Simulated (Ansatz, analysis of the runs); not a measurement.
# A defect in a wire: Cu wire along [110], 4 atoms a period, divacancy of Cu and Cu, part 3 of 3

What does the defect do to the conductance?

Ansatz 0.2.0; DFT PBE, plane waves, PAW; relaxation of a wire's period (the session's first sound run).

So far, conductance of the lead as this run defines it (G₀): step 3 (bands of the perfect wire) 3.00.

## Step 5: The open system

This step: DFT PBE, plane waves, PAW; transmission of a junction in a wire (Ansatz 0.2.0).

The cell is now read as a scatterer between two semi-infinite leads, named by two sites one period apart. The scattering states in its self-consistent potential are matched to the leads' states at each energy. One point across is taken, as for a wire in vacuum.

File input.yaml:

```yaml
crystal:
  lattice:
    - [10.43, 0.0, 0.0]
    - [0.0, 9.367, 0.0]
    - [0.0, 0.0, 22.2136311535]
  atoms:
    - { symbol: Cu, position: [0.341528049, 0.499989197, 0.0] }
    - { symbol: Cu, position: [0.658471951, 0.499989197, 0.0] }
    - { symbol: Cu, position: [0.5, 0.358579455, 0.055555556] }
    - { symbol: Cu, position: [0.5, 0.641398939, 0.055555556] }
    - { symbol: Cu, position: [0.341528049, 0.499989197, 0.111111111] }
    - { symbol: Cu, position: [0.658471951, 0.499989197, 0.111111111] }
    - { symbol: Cu, position: [0.5, 0.358579455, 0.166666667] }
    - { symbol: Cu, position: [0.5, 0.641398939, 0.166666667] }
    - { symbol: Cu, position: [0.341528049, 0.499989197, 0.222222222] }
    - { symbol: Cu, position: [0.658471951, 0.499989197, 0.222222222] }
    - { symbol: Cu, position: [0.5, 0.358579455, 0.277777778] }
    - { symbol: Cu, position: [0.5, 0.641398939, 0.277777778] }
    - { symbol: Cu, position: [0.3365004209, 0.492145678, 0.3304900756] }
    - { symbol: Cu, position: [0.653403911, 0.5007540976, 0.3356349761] }
    - { symbol: Cu, position: [0.4832514979, 0.5938574973, 0.3983268511] }
    - { symbol: Cu, position: [0.6837474322, 0.5412664952, 0.444812023] }
    - { symbol: Cu, position: [0.4985215144, 0.4183337045, 0.4878251324] }
    - { symbol: Cu, position: [0.515291638, 0.6753305274, 0.5020885661] }
    - { symbol: Cu, position: [0.3454816051, 0.533414911, 0.553453184] }
    - { symbol: Cu, position: [0.6653754065, 0.5176611332, 0.5549100372] }
    - { symbol: Cu, position: [0.4985395138, 0.3759823062, 0.6030586128] }
    - { symbol: Cu, position: [0.5054037929, 0.6532981825, 0.6123719504] }
    - { symbol: Cu, position: [0.341528049, 0.499989197, 0.666666667] }
    - { symbol: Cu, position: [0.658471951, 0.499989197, 0.666666667] }
    - { symbol: Cu, position: [0.5, 0.358579455, 0.722222222] }
    - { symbol: Cu, position: [0.5, 0.641398939, 0.722222222] }
    - { symbol: Cu, position: [0.341528049, 0.499989197, 0.777777778] }
    - { symbol: Cu, position: [0.658471951, 0.499989197, 0.777777778] }
    - { symbol: Cu, position: [0.5, 0.358579455, 0.833333333] }
    - { symbol: Cu, position: [0.5, 0.641398939, 0.833333333] }
    - { symbol: Cu, position: [0.341528049, 0.499989197, 0.888888889] }
    - { symbol: Cu, position: [0.658471951, 0.499989197, 0.888888889] }
    - { symbol: Cu, position: [0.5, 0.358579455, 0.944444444] }
    - { symbol: Cu, position: [0.5, 0.641398939, 0.944444444] }
kpoints:
  mp_grid: { grid: [1, 1, 4] }
scf:
  occupations: { method: fermi_dirac, width: 0.05 }
hamiltonian:
  xc: pbe
output:
  transmission:
    e_range: [-1.26, 1.26]
    de: 0.035
    kmesh: [1, 1]
    reduced_basis: true
    leads: [[30, 0]]
  dos: { projected: true, e_range: [-4, 3] }
  write_potential: true
  write_density: true
  volumetric_format: npy
  elf: true
basis:
  ecutwfc: "350 eV"
```

Run with:

```bash
> ansatz run input.yaml --threads 4 --pin off --max-ram 16384MiB --backend cpu --events-out ev --progress --plain --runs-dir out
```

Numbers of over 12 decimals in the logs are rounded to 6 here.

Output:

```text
[...]
Crystal: 34 atoms, lattice volume = 2170.223 Å³
Basis set: ecut = 350 eV, 32301 PW (Γ)
Bands: 388, of which v1, the nominal top of the filled ones, is band 323 counted from 1 (322 counted from 0)
Symmetry: 1 space group operations
[...]
k-points: 3 of 4 (time reversal used)
[...]
SCF iter   1: F=—  HF=-225221.567539 eV  |F-HF|=—  |Δ(HF+E_count)|=         —  Δρ=2.21e-3  dr2=5.17e-1  ethr=1.77e-3  ⟨swp⟩=7.3  Hψ=5016  notcnv=0  defer=78
[...]
SCF iter  11: F=-225221.526087 eV  HF=-225221.526087 eV  |F-HF|=1.63e-8  |Δ(HF+E_count)|=   7.28e-8  Δρ=1.56e-6  dr2=3.86e-8  ethr=1.55e-11  ⟨swp⟩=3.0  Hψ=2646  notcnv=0
SCF 1 converged in 11 iterations: F = -225221.526087 eV  dr2 = 3.86e-8
[...]
transmission: 26 of 156 steps passed
transmission: 52 of 156 steps passed
[...]
transmission: 156 of 156 steps passed
WARN: The output density's exchange-correlation potential varies sharply where the density is thin. Do not read a vacuum level from v_tot or v_xc, or from such a field of the output density. On a cell that repeats whose density bears no net charge and no dipole along the vacuum's axis use v_es (v_loc + v_h of the components); under efield.dipole_correction with no amplitude use v_es + v_field, which holds any externa [...]
SCF converged after 11 iterations
Free energy (F): -225221.526087 eV
[...]
Internal energy: -225221.457293 eV  (E = F + TS)
E sigma→0 (E₀):  -225221.491690 eV
Entropy (-TS):   -0.068794 eV (-2.023 meV/atom)
Fermi energy:    -0.409679 eV
[...]
--- Band table (eV) ---
  k-point 0: bands = [... 319 lower, -1.0042, -0.9150, -0.5370, -0.3694, -0.2774, -0.1953, 0.0227, 0.1034, ... 61 higher]
  k-point 1: bands = [... 319 lower, -0.9575, -0.8201, -0.7360, -0.5648, -0.2468, -0.1517, 0.1937, 0.2331, ... 61 higher]
  k-point 2: bands = [... 319 lower, -1.1048, -0.8968, -0.6727, -0.5679, -0.4602, 0.0067, 0.2155, 0.2521, ... 61 higher]
--- Transmission ---
  basis      : 715 plane waves across, 26 finite elements along
  points     : 1, standing for a mesh of 1 x 1
[...]
crystal 0  : Cu4, at the sites [30, 0], period 2.4682 Å, over 14.81 Å; its Hamiltonian steps by up to 19.1 meV
[...]
filled         : 2.4 meV under the level at which it is neutral
    channels       : 3.000000e0 a spin
[...]
junction   : crystal 0 to crystal 0, 0.62 to 20.36 Å
    transmission   : 2.313016e0 a spin
    error estimate : 1.256907e-4 a spin from the reduction of the transverse basis, at the most 6.572752e-3 at -1.190000 eV
    conductance    : 1.8339e14 S/m² at 300 K (1.8339e14 on every other energy)
    error estimate : 0.0 % from the energy spacing and 0.0 % from band edges of the leads and from resonances (wavevectors taken as independent; lower de), 0.0 % from the reduction of the transverse basis, 0.9 % from the steps of its leads' Hamiltonians or their offsets (lay more layers), 0.1 % from the distance to neutral
    resistance     : 1.2500e-3 Ω µm² beyond half of each lead's own
```

Wall time 5.3 min (4 threads of Arm Neoverse V1, shared host); peak memory 6.2 GiB.

Numbers from this step:

| Property | Result |
| --- | --- |
| energy at zero smearing | -225221.4917 eV |
| transmission at the energy nearest the Fermi level, one spin | 2.313 |
| step of the lead's Hamiltonian | 19.1 meV |
| conductance of the junction | 2.312 G₀ |

The transmission, one spin by energy, zero at the Fermi level:

```tsv
energy (eV)	transmission, one spin
-1.190	1.57
-1.015	1.41
-0.805	1.67
-0.595	1.89
-0.385	2.06
-0.210	2.19
0.000	2.31
0.210	2.41
0.385	2.47
0.595	2.54
0.805	2.69
0.945	2.75
1.015	2.62
1.190	2.02
```

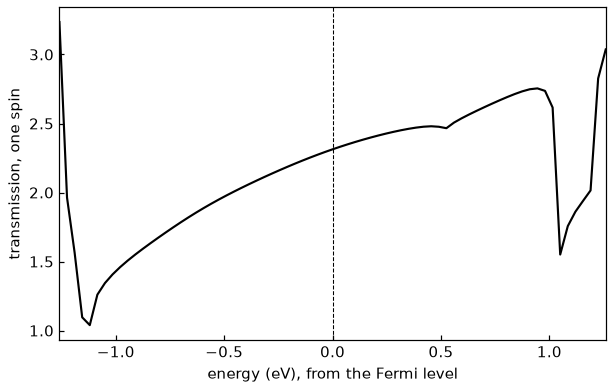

Transmission, one spin against energy.

Table of open channels of the lead, one spin by energy, zero at the Fermi level:

```tsv
energy (eV)	open channels of the lead, one spin
-1.190	3
-1.085	3
-1.015	3
-0.910	3
-0.805	3
-0.700	3
-0.595	3
-0.490	3
-0.385	3
-0.315	3
-0.210	3
-0.105	3
0.000	3
0.105	3
0.210	3
0.315	3
0.385	3
0.490	3
0.595	4
0.700	4
0.805	4
0.910	4
1.015	5
1.085	4
1.190	4
```

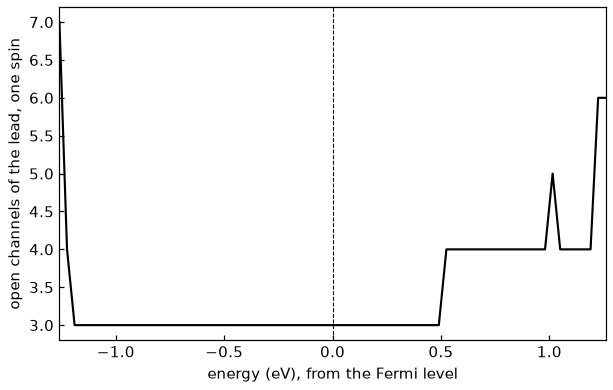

Open channels of the lead, one spin against energy.

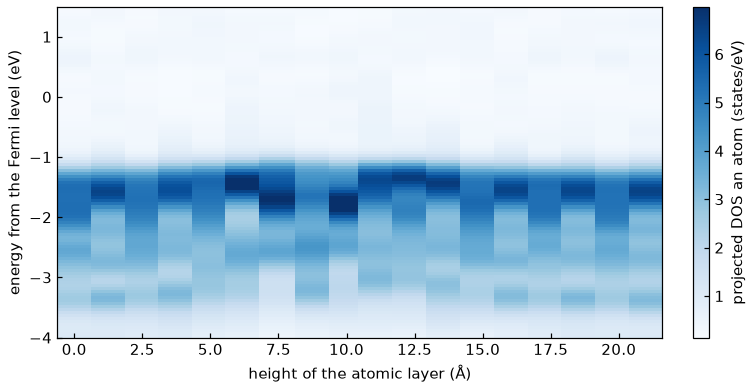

Projected DOS an atom over height of the atomic layer and energy from the Fermi level.  broadened by a Gaussian of 0.15 eV, since few k-points sample the long cell.

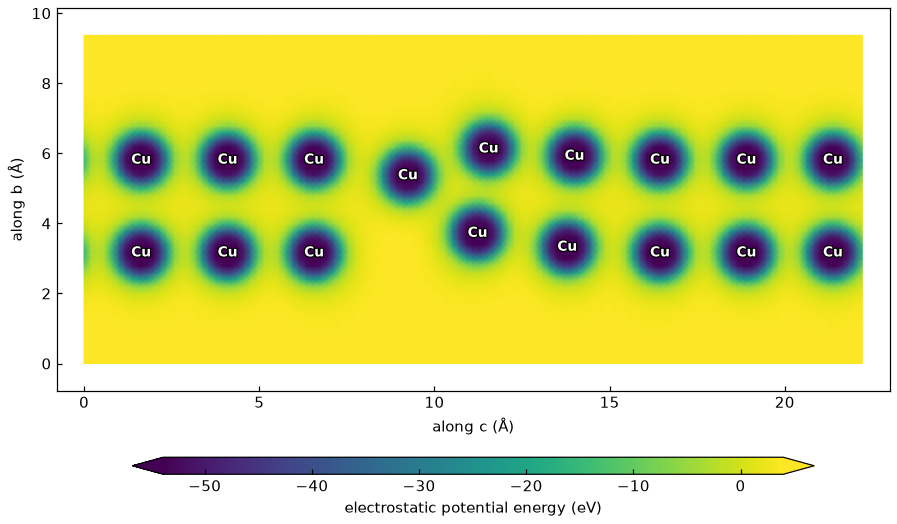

Electrostatic potential energy in the cb plane at fractional x = 0.499, with atoms of Cu within 0.2 Å of it. With pseudopotentials it is smooth inside the atoms' cores, unlike the true potential.

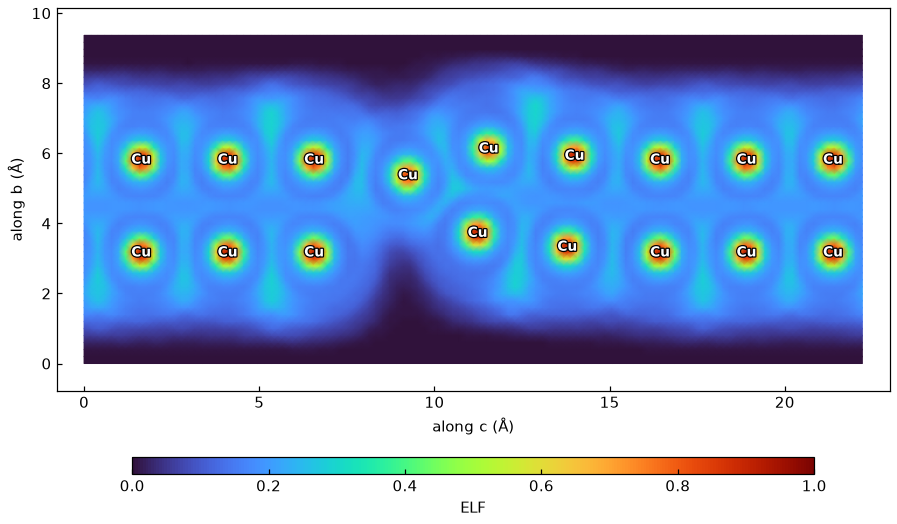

ELF in the cb plane at fractional x = 0.499, with atoms of Cu within 0.2 Å of it. It is the smooth field of the valence electrons, not physical close to the nuclei.

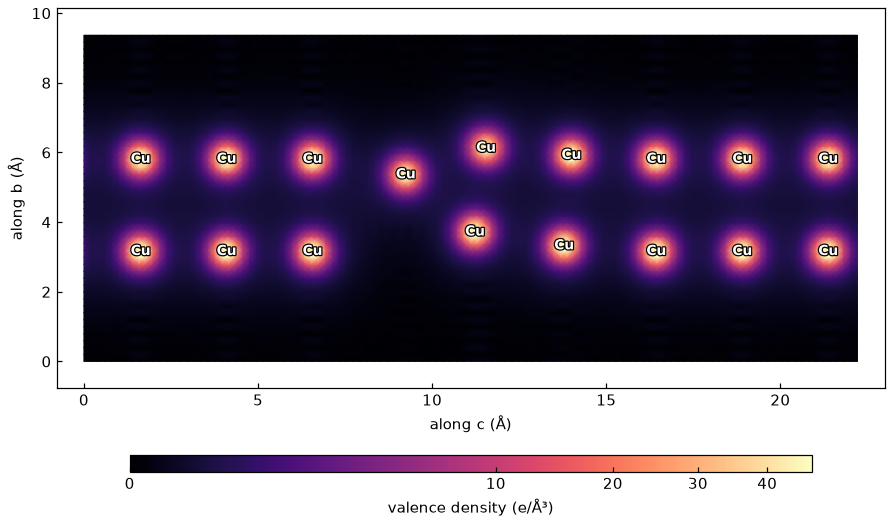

Valence density in the cb plane at fractional x = 0.499, with atoms of Cu within 0.2 Å of it. It is the smooth field of the valence electrons, not physical close to the nuclei. The colour scale is stretched toward low values.

By hand: the program gives 1.8339 × 10^14 S/m² over the cell's cross-section of 97.70 Å² = 9.770 × 10^-19 m², so one cell conducts 1.792 × 10^-4 S. Divided by G0 = 2e²/h = 7.748 × 10^-5 S this is 2.31 G0, a resistance of 5.58 kΩ.

The conductance is 2.31 G₀, with 3 channels a spin open in the lead. The lead's Hamiltonian steps by 19.1 meV, which the program lets pass, though it counts in the error estimate.

## Step 6: Conductance and thermopower from T(E)

This step: Landauer integrals over the computed T(E), interpolated linearly between its energies (analysis of the runs above).

Conductance and thermopower are moments of T(E) over the thermal window; sliding the window along E stands for a gate that leaves T(E) rigid.

This step gave:

```yaml
conductance_at_300_k_interpolated_from_t_e: 2.312 G₀
thermopower_at_300_k: -1.720 μV/K
lorenz_number_over_l0: 0.9983
```

T(E) held rigid; rough near sharp steps of T(E). Table of conductance at 300 K by shift of the leads' level:

```tsv
shift of the leads' level (eV)	conductance at 300 K (G₀)
-0.8	1.68
-0.6	1.88
-0.4	2.05
-0.2	2.19
0.0	2.31
0.2	2.41
0.4	2.47
0.6	2.54
0.8	2.69
```

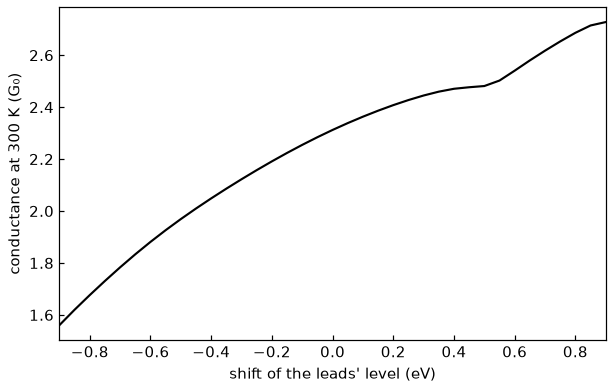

Conductance at 300 K, plotted against shift of the leads' level.

T(E) held rigid; rough near sharp steps of T(E). Table of thermopower at 300 K by shift of the leads' level:

```tsv
shift of the leads' level (eV)	thermopower at 300 K (μV/K)
-0.900	-5.83
-0.750	-4.52
-0.600	-3.61
-0.500	-3.10
-0.350	-2.59
-0.200	-2.21
-0.050	-1.84
0.050	-1.60
0.200	-1.25
0.350	-0.773
0.500	-0.702
0.600	-2.23
0.750	-1.90
0.900	0.854
```

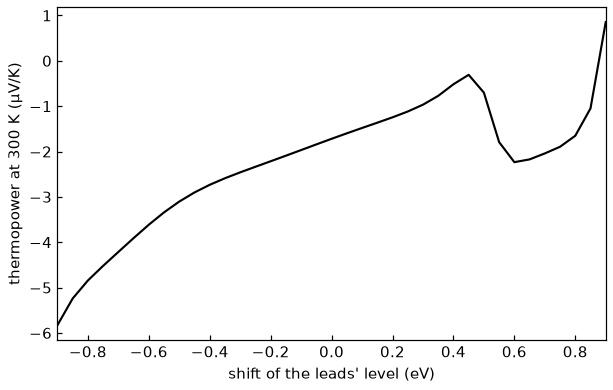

Thermopower at 300 K, plotted against shift of the leads' level.

The two levels move by half the bias each and T(E) is held rigid. Table of current from the zero-bias T(E) by bias:

```tsv
bias (V)	current from the zero-bias T(E) (μA)
0.000	0
0.100	17.9
0.200	35.8
0.300	53.7
0.400	71.5
0.500	89.3
0.600	107
0.700	125
0.800	142
0.900	160
1.000	177
1.100	194
1.200	211
1.300	228
1.400	246
1.500	263
1.600	280
1.700	296
1.800	313
1.900	330
```

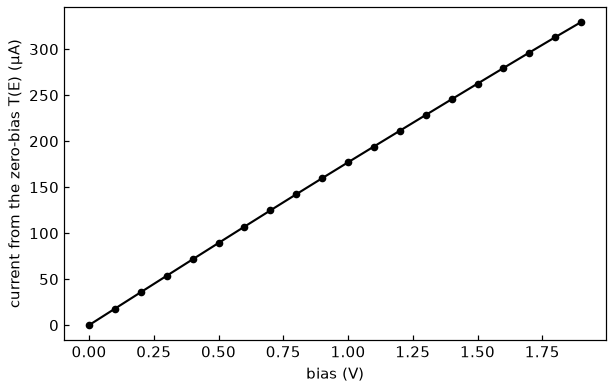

Current from the zero-bias T(E), plotted against bias.

By hand, Mott's formula: S = −(π²k²T/3e) d ln T/dE, and π²k²T/3e = 7.33 μV/K × eV at 300 K. The computed T is 2.27 at -0.070 eV and 2.35 at +0.070 eV, so d ln T/dE ≈ 0.235 per eV and S ≈ -1.72 μV/K, against -1.72 from the integrals.

The thermopower is -1.72 μV/K. The Lorenz ratio is 1.00, where the Wiedemann-Franz law gives 1. Moving the level by up to 0.1 eV either way gives -2.0 to -1.5 μV/K.

## Step 7: A repeat with changed settings

This step: DFT PBE, plane waves, PAW; channels and complex bands of a perfect wire; changed: scf.occupations.method = "gaussian", scf.occupations.width = 0.005, crystal.symmetry = {"detect": false} (Ansatz 0.2.0).

System of this step: Cu wire along [110], 4 atoms a period. The cell holds 4 atoms: 4 Cu. Cell: a = 10.430 Å, b = 9.367 Å, c = 2.468 Å, α = 90.0°, β = 90.0°, γ = 90.0°. Vacuum lies along a and b. The structure's axis is c.

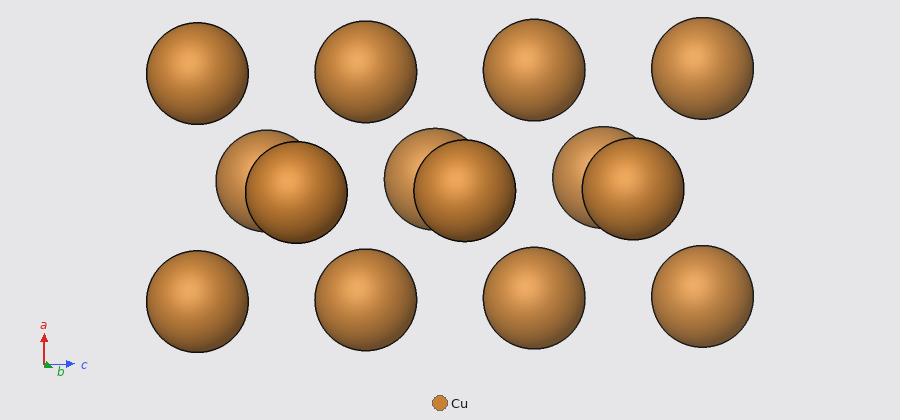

The cell of this step (copper orange). 1×1×3 cells are drawn. Some periodic images of atoms are drawn too.

The atoms of the run on the perfect lead are kept and the input is varied, to see whether the result depends on it.

File input.yaml:

```yaml
crystal:
  lattice:
    - [10.43, 0.0, 0.0]
    - [0.0, 9.367, 0.0]
    - [0.0, 0.0, 2.4681812393]
  atoms:
    - { symbol: Cu, position: [0.341528049, 0.499989197, 0.0] }
    - { symbol: Cu, position: [0.658471951, 0.499989197, 0.0] }
    - { symbol: Cu, position: [0.5, 0.358579455, 0.5] }
    - { symbol: Cu, position: [0.5, 0.641398939, 0.5] }
  symmetry: { detect: false }
kpoints:
  mp_grid: { grid: [1, 1, 33] }
scf:
  occupations: { method: gaussian, width: 0.005 }
hamiltonian:
  xc: pbe
output:
  transmission:
    e_range: [-1.26, 1.26]
    de: 0.035
    kmesh: [1, 1]
    reduced_basis: true
    leads: [[0, 0]]
basis:
  ecutwfc: "350 eV"
```

Output:

```text
[...]
Crystal: 4 atoms, lattice volume = 241.136 Å³
Basis set: ecut = 350 eV, 3593 PW (Γ)
Bands: 46, of which v1, the nominal top of the filled ones, is band 38 counted from 1 (37 counted from 0)
Symmetry: 1 space group operations
k-points: 17 of 33 (time reversal used)
[...]
SCF iter   1: F=—  HF=-26496.861712 eV  |F-HF|=—  |Δ(HF+E_count)|=         —  Δρ=2.36e-3  dr2=2.65e-2  ethr=1.77e-3  ⟨swp⟩=7.9  Hψ=3297  notcnv=0
[...]
SCF iter  12: F=-26496.864590 eV  HF=-26496.864590 eV  |F-HF|=3.10e-9  |Δ(HF+E_count)|=   1.15e-6  Δρ=7.76e-6  dr2=7.93e-8  ethr=1.32e-10  ⟨swp⟩=9.2  Hψ=2639  notcnv=0
SCF 1 converged in 12 iterations: F = -26496.864590 eV  dr2 = 7.93e-8
[...]
transmission: 3 of 18 steps passed
transmission: 6 of 18 steps passed
[...]
transmission: 18 of 18 steps passed
SCF converged after 12 iterations
Free energy (F): -26496.864590 eV
[...]
Internal energy: -26496.864419 eV  (E = F + TS)
E sigma→0 (E₀):  -26496.864504 eV
Entropy (-TS):   -0.000171 eV (-0.043 meV/atom)
Fermi energy:    -0.194403 eV
[...]
--- Band table (eV; the first three rows and the last of 17) ---
  k-point 0: bands = [... 34 lower, -1.5053, -1.4059, -1.4050, -1.3528, -1.3417, 0.3399, 0.8188, 1.0356, ... 4 higher]
  k-point 1: bands = [... 34 lower, -1.5140, -1.4248, -1.4140, -1.3789, -1.3158, 0.3699, 0.8689, 1.0679, ... 4 higher]
  k-point 2: bands = [... 34 lower, -1.5382, -1.4771, -1.4469, -1.4372, -1.2439, 0.4561, 1.0119, 1.1637, ... 4 higher]
  k-point 16: bands = [... 34 lower, -1.4185, -1.3729, 0.5970, 1.2928, 2.1277, 2.8592, 5.0697, 5.4244, ... 4 higher]
--- Transmission ---
  basis      : 715 plane waves across, 3 finite elements along
  points     : 1, standing for a mesh of 1 x 1
[...]
crystal 0  : Cu4, at the sites [0, 0], period 2.4682 Å: whole cells are its period
[...]
filled         : 20.3 meV under the level at which it is neutral
    channels       : 3.000000e0 a spin
[...]
```

It took 67 s on 4 threads; peak memory 1.2 GiB.

This step gave:

- energy at zero smearing: -26496.8645 eV

The open channels of the lead, one spin by energy, zero at the Fermi level:

```tsv
energy (eV)	open channels of the lead, one spin
-1.190	4
-1.085	3
-1.015	3
-0.910	3
-0.805	3
-0.700	3
-0.595	3
-0.490	3
-0.385	3
-0.315	3
-0.210	3
-0.105	3
0.000	3
0.105	3
0.210	3
0.315	3
0.385	3
0.490	3
0.595	4
0.700	4
0.805	4
0.910	4
1.015	5
1.085	4
1.190	4
```

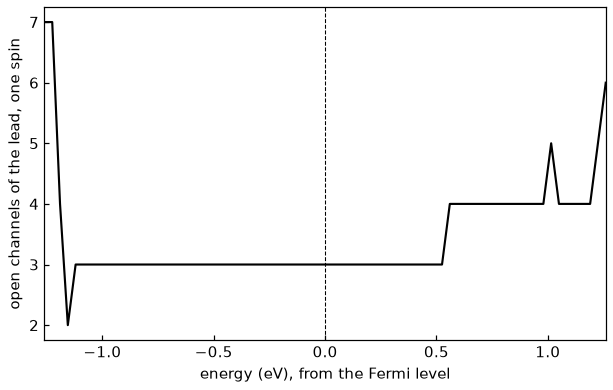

Open channels of the lead, one spin, plotted against energy.

It took 67 s against 65 s for the run it varies, and the conductance is 3.00 G₀ against 3.00 G₀.

The channels at the energy nearest the Fermi level, one spin and conductance of the lead as this run defines it stay within 0.2 % plus 0.001 of the run it varies.

Against step 3, the conductance of the lead as this run defines it stays at 3.00 G₀ and the free energy moves by +1.6 meV an atom.

## Step 8: Summary of results

```
conductance of the perfect wire     : 3.00 G₀
conductance, divacancy of Cu and Cu : 2.31 G₀
thermopower, divacancy of Cu and Cu : -1.72 μV/K
```

Summed over the computed window, 63 % of the lead's open channels pass the defect; the conductance at 300 K is 2.31 G₀. With divacancy of Cu and Cu, 77 % of the conductance of that run's own lead (3.00 G₀) is left. Transport is coherent and elastic here: the atoms are frozen, so scattering by vibrations plays no part. With divacancy of Cu and Cu several atoms of the wire itself moved far in the relaxation, so the changed stretch between the held leads may scatter as well as the defect. The free region is short: held atoms still bear up to 0.5 eV/Å after a relaxation. A cutoff under the files' recommended one was taken to save time; its effect on T(E) was not tested here.

[Logs are printed without paths, hosts, clocks, repeated set-up lines and the standing remarks that a program may print on its own settings, such as how far it seeks lower states.]

[Hosts, paths, dates, database ids (printed as entryN), source tags and the programs' standing remarks are cut or masked in the printed files.]
